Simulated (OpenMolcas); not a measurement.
A ladder of methods for CH6O2Si (SMILES C[SiH](O)O)

The species is CH6O2Si (10 atoms), meant as a singlet with charge 0. As SMILES, `C[SiH](O)O`. The coordinates come from a PBE0-D4/def2-TZVP relaxation. This is one conformer, not always the lowest.

Each level gives the HOMO–LUMO gap (eV). The values are calculated.

```json
{"level": "SVWN5/cc-pVDZ", "kind": "LDA", "program": "OpenMolcas", "value (eV)": "7.21", "CPU time": "28 s"}
{"level": "BLYP/cc-pVDZ", "kind": "GGA", "program": "OpenMolcas", "value (eV)": "7.09", "CPU time": "39 s"}
{"level": "PBE/cc-pVDZ", "kind": "GGA", "program": "OpenMolcas", "value (eV)": "7.25", "CPU time": "40 s"}
{"level": "revPBE/cc-pVDZ", "kind": "GGA", "program": "OpenMolcas", "value (eV)": "7.28", "CPU time": "39 s"}
{"level": "M06-L/cc-pVDZ", "kind": "meta-GGA", "program": "OpenMolcas", "value (eV)": "8.38", "CPU time": "49 s"}
{"level": "BHLYP/cc-pVDZ", "kind": "global hybrid", "program": "OpenMolcas", "value (eV)": "11.96", "CPU time": "37 s"}
{"level": "M06-2X/cc-pVDZ", "kind": "hybrid meta-GGA", "program": "OpenMolcas", "value (eV)": "11.86", "CPU time": "49 s"}
{"level": "PBE0/cc-pVDZ", "kind": "global hybrid", "program": "OpenMolcas", "value (eV)": "9.79", "CPU time": "38 s"}
```

The values span 7.09 to 11.96 eV. Orbital gaps aren't excitation energies; they tend to grow with the share of exact exchange. Times are those of the runs behind each value, whatever else they computed, on shared processors of several kinds: orders of magnitude only.

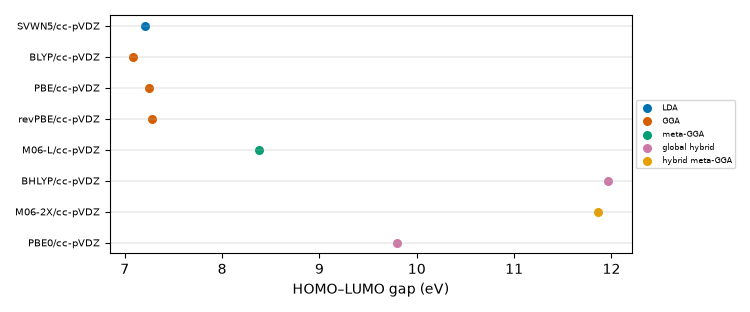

The values of the table, level by level.
